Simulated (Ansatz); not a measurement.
**CaAlSiH, pressure series**

The reference is CaAlSiH (space group P3m1, No. 156; a = 4.1259 Å, c = 4.7313 Å; a cell from a computed database, its experimental status unchecked).

Cell and atoms are relaxed at each pressure.

Calculations: r2SCAN in Ansatz (plane waves to 500 eV, PAW, no spin-orbit coupling).

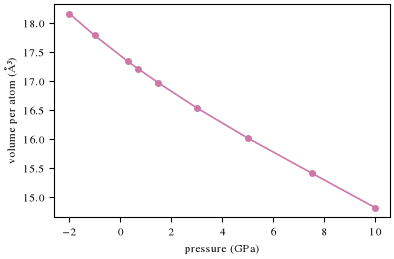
Volume against pressure

Task: Estimate the zero-pressure bulk modulus from the plot.

Result: About 54 GPa; a third-order Birch–Murnaghan fit to the points gives V₀ = 17.45 Å³/atom, B₀ = 54 GPa and B₀′ = 2.0.

Between the base and pressure 5 GPa the gap moves from 0.64 eV to 0.51 eV, a mean slope of -25 meV/GPa.

Load acts through the strain it causes; cell and atoms are relaxed under it. No phonon test of stability was made. Competing high-pressure phases were not computed.

Ansatz is a quantum-chemistry and plane-wave program.
